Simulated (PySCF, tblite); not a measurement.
# C₄H₄BF₂O₂ radical: geometry, infrared bands and EPR parameters

What infrared bands and EPR parameters should C₄H₄BF₂O₂ radical (`O=C1[CH]OC[C@H]1B(F)F`) show?

The runs use tblite 0.8.0 and PySCF 2.14.0, with density-fitted response routines of our own; the level of theory stands in each step. All values are computed, except where a source is named. Atoms are numbered from 0 throughout.

### Step 1. Starting geometry

13 atoms, charge 0, multiplicity 2; geometry from: force field or distance geometry start.

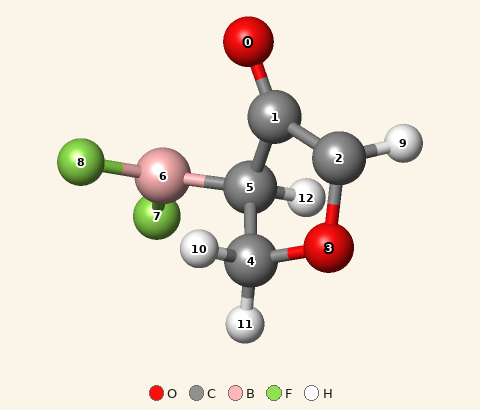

The starting geometry (oxygen red, carbon grey, boron pink, fluorine green, hydrogen white), atoms numbered.

### Step 2. Geometry optimisation with GFN2-xTB

Job settings and geometry (Å):

```
{"job": {"kind": "relax", "xc": "GFN2-xTB", "basis": "xTB"}, "charge": 0, "multiplicity": 2}
O     -0.495300     0.494800     2.243100
C     -0.687800     0.212000     1.060700
C     -1.932300     0.414800     0.258800
O     -1.542000     0.294600    -1.081700
C     -0.160500     0.374400    -1.123800
C      0.253500    -0.428800     0.099100
B      1.764700    -0.322300     0.454700
F      2.612500    -1.415400    -0.024200
F      2.451500     0.926700     0.696800
H     -2.534100    -0.526100     0.461600
H      0.091300     1.448400    -0.957900
H      0.279800    -0.012400    -2.047300
H     -0.105800    -1.460100    -0.057600
```

The run is started by

```bash
$ OMP_NUM_THREADS=1 python probes_run.py task.json out
```

One launch serves the whole session: the jobs run in the order shown.

The log of the run:

```text
step      E/eV     max force
  0    -799.84946    4.136
  1    -800.54755    4.073
  2    -800.72107    3.821
  3    -800.95552    1.376
  4    -801.05270    1.192
  5    -801.22507    1.380
  6    -801.29775    1.187
  7    -801.40712    0.846
  8    -801.47836    0.756
  9    -801.53471    0.578
 10    -801.57596    0.509
 11    -801.61969    0.679
 12    -801.65669    0.790
 13    -801.69745    0.606
 14    -801.73005    0.394
 15    -801.76314    0.446
 16    -801.78237    0.522
 17    -801.80709    0.447
 18    -801.82290    0.358
 19    -801.83992    0.330
 20    -801.85555    0.288
 21    -801.86897    0.302
 22    -801.87886    0.264
 23    -801.88907    0.314
 24    -801.90284    0.374
 25    -801.92138    0.520
 26    -801.94066    0.348
 27    -801.95447    0.334
 28    -801.96978    0.502
 29    -801.98532    0.417
 30    -802.00594    0.572
 31    -802.02851    0.476
 32    -802.05204    0.378
 33    -802.06629    0.449
 34    -802.07527    0.288
 35    -802.08192    0.319
 36    -802.08716    0.204
 37    -802.09384    0.174
 38    -802.09937    0.291
 39    -802.10396    0.169
 40    -802.10602    0.129
 41    -802.10739    0.109
 42    -802.10874    0.145
 43    -802.11025    0.131
 44    -802.11156    0.128
 45    -802.11268    0.116
 46    -802.11337    0.078
 47    -802.11405    0.070
 48    -802.11494    0.074
 49    -802.11598    0.095
 50    -802.11688    0.077
 51    -802.11745    0.069
 52    -802.11796    0.059
 53    -802.11841    0.050
 54    -802.11883    0.071
 55    -802.11945    0.074
 56    -802.12004    0.068
 57    -802.12055    0.067
 58    -802.12098    0.061
 59    -802.12137    0.048
 60    -802.12175    0.048
 61    -802.12207    0.050
 62    -802.12230    0.055
 63    -802.12251    0.045
 64    -802.12277    0.031
 65    -802.12300    0.035
 66    -802.12317    0.029
 67    -802.12329    0.033
 68    -802.12344    0.041
 69    -802.12369    0.052
 70    -802.12406    0.055
 71    -802.12445    0.047
 72    -802.12478    0.039
 73    -802.12510    0.064
 74    -802.12552    0.094
 75    -802.12599    0.086
 76    -802.12638    0.060
 77    -802.12659    0.046
 78    -802.12672    0.033
 79    -802.12688    0.032
 80    -802.12709    0.028
 81    -802.12724    0.020
 82    -802.12731    0.020
 83    -802.12735    0.025
 84    -802.12738    0.020
 85    -802.12742    0.016
 86    -802.12745    0.019
 87    -802.12749    0.020
 88    -802.12754    0.023
 89    -802.12761    0.022
 90    -802.12767    0.017
 91    -802.12773    0.017
 92    -802.12777    0.019
 93    -802.12780    0.016
 94    -802.12781    0.009
```

Wall time 0.53 s (1 thread of Arm Neoverse V1, shared host).

Along the way: (not every step is listed)

| step | energy from step 0 (eV) | largest force (eV/Å) |
| --- | --- | --- |
| 0 | 0.0000 | 4.1364 |
| 1 | -0.6981 | 4.0731 |
| 2 | -0.8716 | 3.8213 |
| 3 | -1.1061 | 1.3761 |
| 4 | -1.2032 | 1.1918 |
| 5 | -1.3756 | 1.3803 |
| 6 | -1.4483 | 1.1868 |
| 7 | -1.5577 | 0.8462 |
| 8 | -1.6289 | 0.7559 |
| 16 | -1.9329 | 0.5220 |
| 24 | -2.0534 | 0.3744 |
| 32 | -2.2026 | 0.3775 |
| 40 | -2.2566 | 0.1294 |
| 48 | -2.2655 | 0.0745 |
| 56 | -2.2706 | 0.0682 |
| 64 | -2.2733 | 0.0311 |
| 72 | -2.2753 | 0.0391 |
| 80 | -2.2776 | 0.0284 |
| 88 | -2.2781 | 0.0233 |
| 89 | -2.2781 | 0.0223 |
| 90 | -2.2782 | 0.0175 |
| 91 | -2.2783 | 0.0170 |
| 92 | -2.2783 | 0.0192 |
| 93 | -2.2783 | 0.0158 |
| 94 | -2.2783 | 0.0090 |

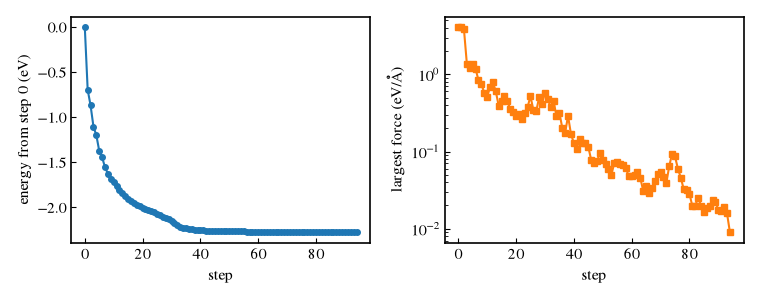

Energy and force, step by step.

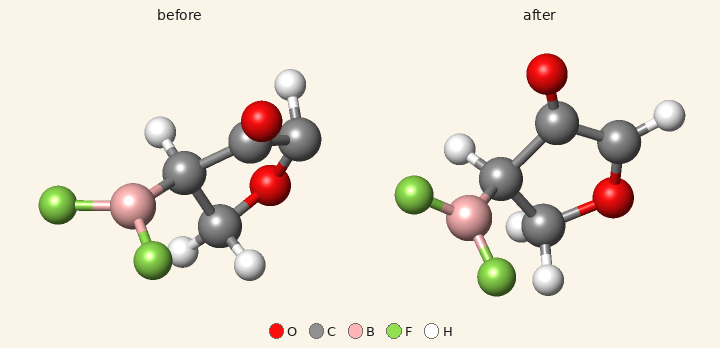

The geometry before (left) and after (right).

Close pairs (by a distance rule), those that changed most:

| bond | before (Å) | after (Å) | change (Å) |
| --- | --- | --- | --- |
| B6–F7 | 1.464 | 1.309 | -0.155 |
| B6–F8 | 1.446 | 1.318 | -0.128 |
| C1–C2 | 1.494 | 1.413 | -0.082 |
| C2–O3 | 1.401 | 1.326 | -0.075 |
| C1–C5 | 1.490 | 1.565 | +0.075 |
| C2–H9 | 1.135 | 1.075 | -0.061 |
| O3–C4 | 1.384 | 1.429 | +0.044 |
| C5–B6 | 1.556 | 1.582 | +0.026 |

The final coordinates are the input of the step that follows.

### Step 3. Harmonic vibrations with GFN2-xTB

Job settings and geometry (Å):

```
{"job": {"kind": "ir", "xc": "GFN2-xTB", "basis": "xTB"}, "charge": 0, "multiplicity": 2}
O     -0.681002    -0.842307     2.133797
C     -0.712645    -0.363478     1.014866
C     -1.714028     0.427855     0.409442
O     -1.477190     0.773497    -0.848887
C     -0.208977     0.259422    -1.260107
C      0.379743    -0.539713    -0.091857
B      1.782686    -0.034189     0.437160
F      2.630139    -0.798546     1.078425
F      2.184143     1.207806     0.256879
H     -2.640977     0.752541     0.845433
H      0.412211     1.118363    -1.533616
H     -0.376157    -0.350027    -2.152890
H      0.417664    -1.610738    -0.306374
```

The log of the run:

```text
mode    cm-1     km/mol
  1      40.9      0.43
  2      56.1      0.59
  3     112.4      2.42
  4     192.2      0.74
  5     270.0     13.85
  6     328.7     10.73
  7     428.2     20.98
  8     460.0     23.47
  9     511.3     27.40
 10     588.3     13.31
 11     627.3      3.77
 12     659.3     23.49
 13     726.8     10.86
 14     743.4     38.17
 15     893.2     43.29
 16     941.7     30.09
 17     973.6      6.81
 18    1065.0     57.46
 19    1085.5    115.60
 20    1126.3     60.03
 21    1153.0     36.65
 22    1162.9     26.12
 23    1207.2     85.07
 24    1266.1    341.74
 25    1282.9     14.35
 26    1322.2    363.58
 27    1407.1    155.98
 28    1456.1     22.97
 29    1694.0    309.87
 30    2938.3      5.75
 31    2958.7      8.07
 32    2964.5      6.45
 33    3142.8      5.63
```

Wall time 0.35 s (1 thread of Arm Neoverse V1, shared host).

Which atoms move in the most intense modes:

| cm⁻¹ | km/mol | atoms |
| --- | --- | --- |
| 1065 | 57.5 | C5 35 %, C4 27 %, H12 13 % |
| 1086 | 115.6 | H12 54 %, C5 18 % |
| 1126 | 60.0 | H9 51 %, C1 23 % |
| 1207 | 85.1 | H12 45 %, B6 21 % |
| 1266 | 341.7 | B6 53 %, C5 18 %, F8 16 % |
| 1322 | 363.6 | B6 62 %, F7 16 % |
| 1407 | 156.0 | C2 52 %, O3 22 % |
| 1694 | 309.9 | C1 63 %, O0 31 % |

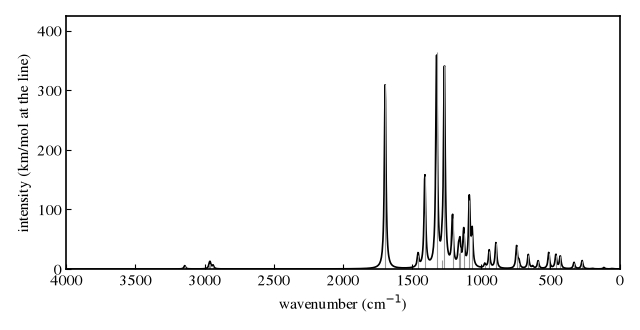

The infrared spectrum from these modes, unscaled. Lines are broadened to a width of 14 cm⁻¹ (Lorentzian).

### Step 4. g tensor and hyperfine couplings: B3LYP/pcH-1

The job, as its differences from that of step 3:

```diff
@@ -1,2 +1,2 @@
-{"job": {"kind": "ir", "xc": "GFN2-xTB", "basis": "xTB"}, "charge": 0, "multiplicity": 2}
+{"job": {"kind": "epr", "basis": "pcH-1"}, "charge": 0, "multiplicity": 2}
 O     -0.681002    -0.842307     2.133797
```

Level: UKS B3LYP, pcH-1 on B C F H O, non-relativistic, mean-field spin-orbit, GIAO.

The log of the run:

```text
UKS, coarse grid
  cycle   1  E = -529.69523594  |g| = 8.08e-01
  cycle   2  E = -528.43036872  |g| = 1.87e+00
  cycle   3  E = -529.84685134  |g| = 4.36e-01
  cycle   4  E = -529.92131039  |g| = 1.19e-01
  cycle   5  E = -529.92508328  |g| = 5.89e-02
  cycle   6  E = -529.92640234  |g| = 2.11e-02
  cycle   7  E = -529.92662113  |g| = 8.79e-03
  cycle   8  E = -529.92667429  |g| = 3.63e-03
  cycle   9  E = -529.92668744  |g| = 9.85e-04
  cycle  10  E = -529.92668894  |g| = 5.55e-04
UKS, final grid
  cycle   1  E = -529.92677534  |g| = 6.75e-04
  cycle   2  E = -529.92677515  |g| = 1.02e-03
  cycle   3  E = -529.92677557  |g| = 2.27e-04
  cycle   4  E = -529.92677559  |g| = 7.62e-05
  cycle   5  E = -529.92677560  |g| = 5.10e-05
  cycle   6  E = -529.92677560  |g| = 1.42e-05
E = -529.92677560 Eh   <S^2> = 0.7578 (exact 0.7500)
g shifts (ppm)      1          2          3
  rmc          -246       -246       -246
  gc            -15         44         49
  oz_so         -11       3662       5226
  total        -272       3460       5029
hyperfine (MHz)  atom isotope    a_iso     a_fc   dipolar eigenvalues
    0   17O     -19.61     -19.61    -87.46     43.35     44.12
    1   13C     -30.12     -30.12     -3.86      0.85      3.01
    2   13C      41.26      41.26    -49.17    -48.20     97.37
    3   17O     -27.62     -27.62    -83.83     40.97     42.87
    4   13C      -5.88      -5.88     -1.05     -0.73      1.78
    5   13C      -5.57      -5.57     -0.80     -0.47      1.28
    6   11B       8.84       8.84     -0.75     -0.66      1.40
    7   19F       2.13       2.13     -2.77     -1.20      3.97
    8   19F      -1.11      -1.11     -2.77      0.25      2.51
    9    1H     -41.29     -41.29    -22.35     -2.54     24.90
   10    1H      17.40      17.40     -3.27     -2.42      5.69
   11    1H      15.40      15.40     -3.18     -2.44      5.61
   12    1H      17.58      17.58     -2.53     -1.31      3.84
```

Wall time 78 s (1 thread of Arm Neoverse V1, shared host); peak memory 0.97 GiB.

Principal g values 2.00205, 2.00578, 2.00735; g(iso) = 2.00506, against 2.00232 for a free electron.

Mean a(iso) over the nuclei that a row names, and the largest dipolar term of the row (other rows stand at the frozen geometry):

| nuclei | isotope | a(iso) (MHz) | a(iso) (G, at g = 2.0023) | largest dipolar term (MHz) |
| --- | --- | --- | --- | --- |
| H9 | 1H | -41.3 | -14.7 | 24.9 |
| C2 | 13C | 41.3 | 14.7 | 97.4 |
| C1 | 13C | -30.1 | -10.7 | -3.9 |
| O3 | 17O | -27.6 | -9.9 | -83.8 |
| O0 | 17O | -19.6 | -7.0 | -87.5 |
| H12 | 1H | 17.6 | 6.3 | 3.8 |
| H10 | 1H | 17.4 | 6.2 | 5.7 |
| H11 | 1H | 15.4 | 5.5 | 5.6 |
| B6 | 11B | 8.8 | 3.2 | 1.4 |
| C4 | 13C | -5.9 | -2.1 | 1.8 |
| C5 | 13C | -5.6 | -2.0 | 1.3 |
| F7, F8 | 19F | 0.5 | 0.2 | 4.0 |

Mulliken spin populations:

O0 0.27; C1 -0.02; C2 0.57; O3 0.19; C4 -0.01; C5 -0.01; B6 0.00; F7 0.00; F8 0.00; H9 -0.03; H10 0.01; H11 0.01; H12 0.01

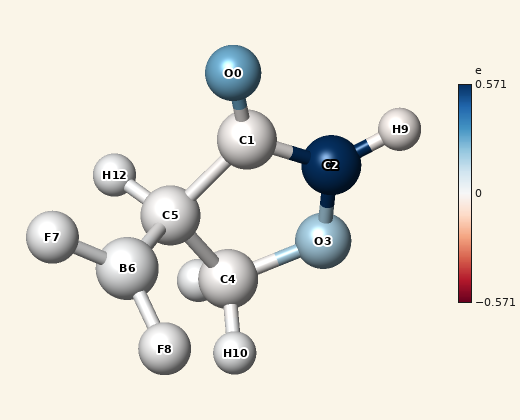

Mulliken spin populations, as colours on the atoms.

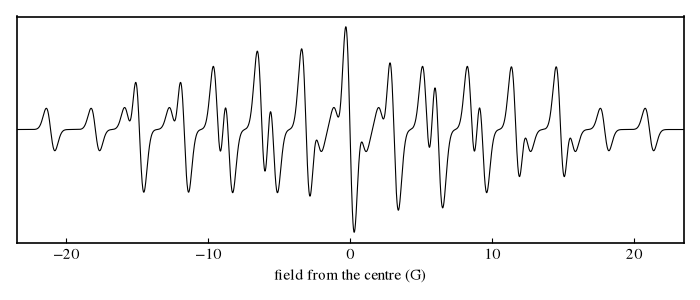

First-order isotropic spectrum (first derivative, main isotopes with spin only, couplings over 0.8 MHz, Gaussian width 0.3 G; couplings of the frozen geometry, rotation of groups not averaged beyond the rows shown).

Orbitals, density, ELF and potential are computed afterwards from the orbital file.

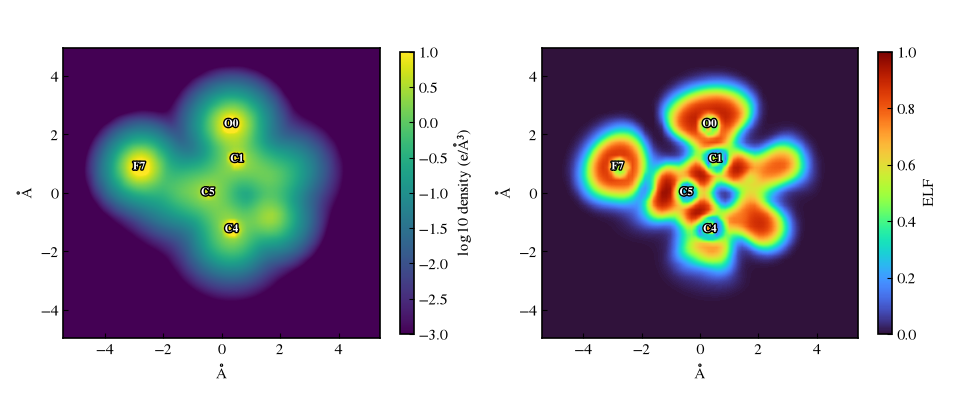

Density (left) and ELF (right) in a plane through or near 5 of the atoms.

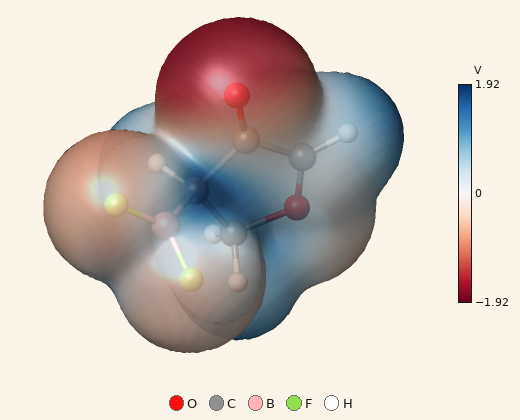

Electrostatic potential on the surface of density 0.002 e/bohr³; red is low, blue high. It runs from -1.67 V near O0 to 1.92 V near B6.

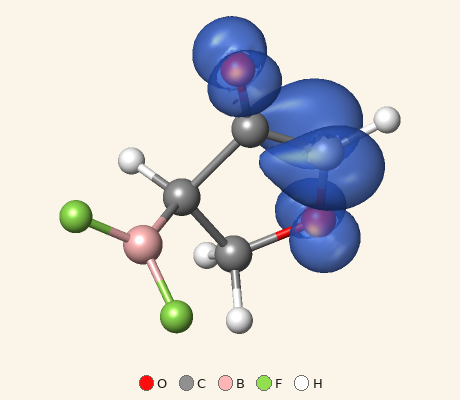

Spin density at ±0.04 e/Å³ (alpha excess blue, beta excess red).

### Step 5. What came out

| quantity | value |
| --- | --- |
| strongest single infrared mode (GFN2-xTB) | 1322 cm⁻¹, 364 km/mol |
| zero-point energy (GFN2-xTB) | 51.2 kcal/mol |
| g(iso) (B3LYP) | 2.00506 |
| ⟨S²⟩ | 0.758 (exact 0.75) |
| largest a(iso) (averaged by class) | 1H on H9, -41.3 MHz |
| potential on the surface of density 0.002 e/bohr³, 1st and 99th percentile | -1.67 V and 1.92 V |

In words: Over 94 steps the energy fell by 2.278 eV; of the close pairs, B6–F7 changed most, 1.464 to 1.309 Å. All 33 modes are real, so the xTB geometry is a minimum. The strongest single mode, at 1322 cm⁻¹, moves mainly B6. GFN2-xTB is a fitted tight-binding method: band positions and strengths are rough. Its intensities can rank the bands wrongly. The largest share of the spin, 0.57 e, sits on C2. The isotropic g lies 2.7 ppt above the free-electron value. The conformer search found further structures of the same energy, which may be mirror or relabelled copies of this one.
